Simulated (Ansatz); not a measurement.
# Computed energy against volume: ZrO2 (tetragonal-ZrO2 type, space group P4_2/nmc)

ZrO$_{2}$ (tetragonal-ZrO2 type, space group P4_2/nmc)

```cif
data_O4Zr2
_chemical_formula_sum 'Zr2 O4'
_space_group_name_H-M_alt 'P42/nmc :1'
_space_group_IT_number 137
_space_group_name_Hall 'P 4n 2n -1n'
_cell_length_a 3.60110
_cell_length_b 3.60110
_cell_length_c 5.23008
_cell_angle_alpha 90.000
_cell_angle_beta 90.000
_cell_angle_gamma 90.000
loop_
_space_group_symop_operation_xyz
  'x, y, z'
  '-y+1/2, x+1/2, z+1/2'
  '-x, -y, z'
  'y+1/2, -x+1/2, z+1/2'
  'x+1/2, -y+1/2, -z+1/2'
  '-y, -x, -z'
  '-x+1/2, y+1/2, -z+1/2'
  'y, x, -z'
  '-x+1/2, -y+1/2, -z+1/2'
  'y, -x, -z'
  'x+1/2, y+1/2, -z+1/2'
  '-y, x, -z'
  '-x, y, z'
  'y+1/2, x+1/2, z+1/2'
  'x, -y, z'
  '-y+1/2, -x+1/2, z+1/2'
loop_
_atom_site_label
_atom_site_type_symbol
_atom_site_symmetry_multiplicity
_atom_site_Wyckoff_symbol
_atom_site_fract_x
_atom_site_fract_y
_atom_site_fract_z
_atom_site_occupancy
Zr1 Zr 2 a 0.00000 0.00000 0.00000 1
O1 O 4 d 0.00000 0.50000 0.19637 1
```

The volume is varied about the relaxed value V₀ at fixed cell shape. The atoms relax within the cell's symmetry.

All values below come from r2SCAN (plane waves to 500 eV, PAW, scalar-relativistic; Ansatz, a first-principles code). k mesh 9×9×7 (Γ-centred), Fermi-Dirac smearing 0.05 eV. The energy includes the smearing's −TS. Compression counts positive. With the shape held, the modulus is that of even scaling; a crystal free to change shape is softer. The PAW data are Ansatz's earlier set. This is a high-temperature form of ZrO2. ZrO2 is run without spin polarisation. ZrO2 was relaxed with its symmetry unable to fall. The zero of ΔE is the relaxed starting cell.

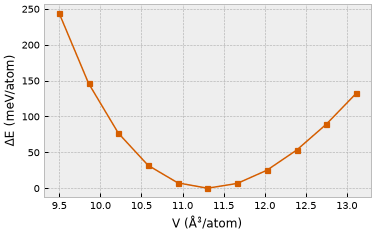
Figure: ΔE (meV/atom) against V (Å³/atom); computed points joined by lines.

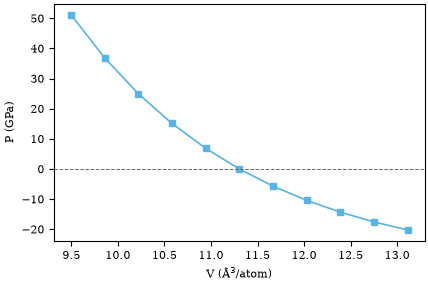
Figure: P (GPa) against V (Å³/atom); markers are the computed points, lines only join them.

The bulk modulus at fixed cell shape B₀ (third-order Birch-Murnaghan fit) is 194 GPa, the energy cost of the largest compression is 244.9 meV/atom and the pressure at the smallest volume is 51.2 GPa. The pressure derivative B₀′ (fit) is 4.7. The energy cost of the largest expansion comes out as 132.1 meV/atom.

Check by three points about V = 11.304 Å³/atom, step 0.362: d²E/dV² ≈ (7.5 − 2·0.0 + 6.6) meV / 0.362² = 0.108 eV/Å⁶, and V·d²E/dV² × 160.2 = 195 GPa.

(Under strain, the slope of the energy per volume gives the stress and its curvature an elastic modulus.)
